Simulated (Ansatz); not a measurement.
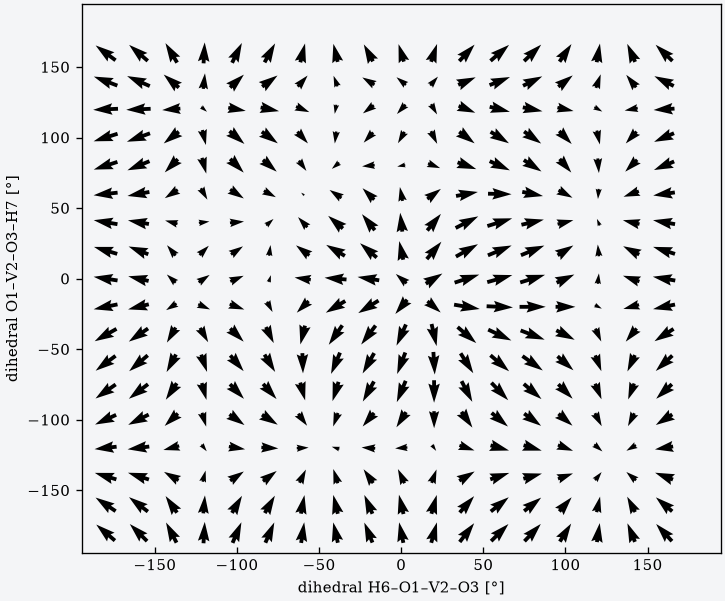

FH2O2SV, SMILES [OH][V]([OH])([F])=[S]. The first coordinate is: dihedral H6–O1–V2–O3; the second: dihedral O1–V2–O3–H7. Nothing is relaxed (all other coordinates rigid). Grid: 18 × 18 points; 171 points were computed and 153 follow by symmetry. Theory: RKS SPW92 (LDA)/def2-SVP in Ansatz 0.2.0.

In the figure: arrows along the force (downhill), their lengths compressed.

The arrows alone are given. Where are the wells?

The arrows converge at about dihedral H6–O1–V2–O3 = 130°, dihedral O1–V2–O3–H7 = −130°; about dihedral H6–O1–V2–O3 = −45°, dihedral O1–V2–O3–H7 = −120° (2.7 kcal/mol up); about dihedral H6–O1–V2–O3 = 120°, dihedral O1–V2–O3–H7 = 45° (2.7 kcal/mol up); dihedral H6–O1–V2–O3 = −60°, dihedral O1–V2–O3–H7 = 60° (7.4 kcal/mol up) (read from the interpolated surface).

The energy map of the same scan:

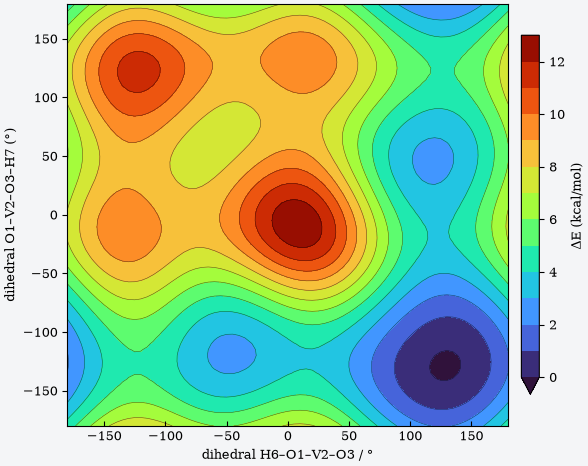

Energies are in kcal/mol, from the lowest grid point; between grid points the surface is interpolated.
